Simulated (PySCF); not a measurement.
CH₆SeSi, SMILES C[SiH2][SeH], PBE/def2-SVP optimised geometry. Atoms within 1.6 Å of the plane z = 0.0 Å (x, y, z in Å): C1 (1.20, -0.54, 0.00), Si2 (-0.69, -0.54, 0.00), Se3 (-1.59, 1.58, 0.00), H4 (1.59, -0.08, -0.93), H5 (1.58, -1.58, 0.05), H6 (1.59, 0.03, 0.87), H7 (-1.23, -1.15, 1.27), H8 (-1.20, -1.33, -1.18), H9 (-1.04, 1.90, -1.34).

Calculation: PBE/def2-TZVP run with PySCF. Cells within 0.4 Å of a nucleus heavier than hydrogen are left out (blank, or x).

Map of the electron localisation function on the plane z = 0.0 Å:

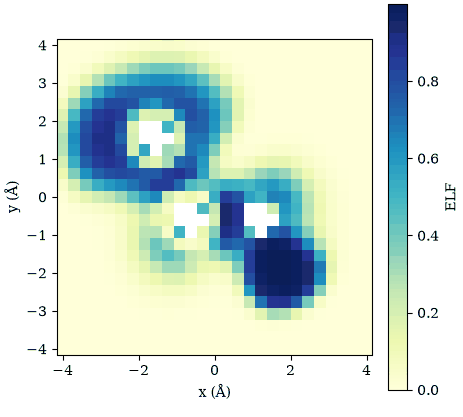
Figure: Electron localisation function on the plane z = 0.0 Å.
